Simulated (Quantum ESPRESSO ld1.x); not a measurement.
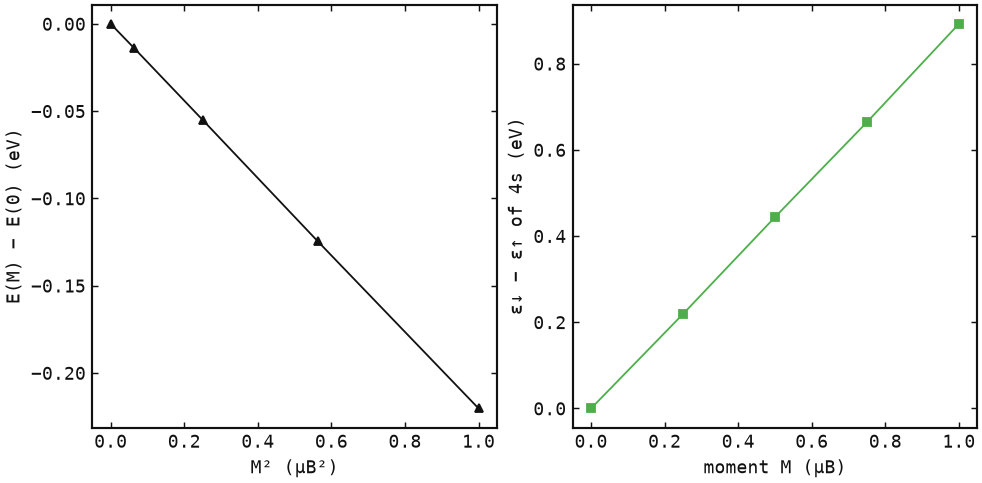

For Ca⁺ in [Ar] 4s1, the spin moment of the 4s shell is fixed at a series of values. All numbers are computed, not measured: non-relativistic Kohn-Sham, LDA (Slater exchange, VWN5 correlation), spin-polarised, spherical densities, point nucleus (Quantum ESPRESSO ld1.x 7.5). The plot shows the energy and the exchange splitting.

**Describe both curves.**

The energy falls with the moment, to −0.220 eV at M = 1 μB, the largest moment run; with one electron or hole in the shell the exact energy would hardly depend on M, so most of the fall is the functional's fractional-spin error. A fit E = −I M²/4 gives an exchange integral I of about 0.88 eV, and the exchange splitting grows nearly in proportion to M, to 0.892 eV (0.89 eV per μB).
